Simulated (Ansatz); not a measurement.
Hypothetical cubic perovskite ZrZnO3, pressure series

The parent structure is ZrZnO3 in the cubic perovskite structure (space group Pm-3m, No. 221; a = 4.072 Å; a hypothetical phase, not in the database extracts checked).

Cell and atoms are relaxed at each pressure.

Method: PBEsol (Ansatz, a program for electronic structure, PAW, scalar-relativistic without spin-orbit coupling).

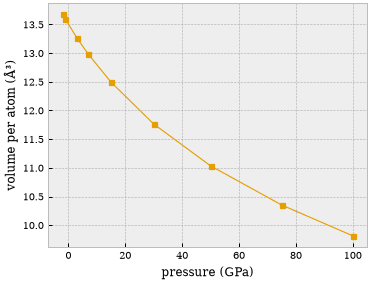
*Volume against pressure*

Estimate the zero-pressure bulk modulus from the plot.

About 170 GPa; a third-order Birch–Murnaghan fit to the points gives V₀ = 13.50 Å³/atom, B₀ = 165 GPa and B₀′ = 4.0.

Load acts through the strain it causes; cell and atoms are relaxed under it. Stability against distortions was not tested. Competing high-pressure phases were not computed. The final runs are not spin-polarised. Many cubic perovskites are stable only at high temperature; tilts and polar distortions were not tested.
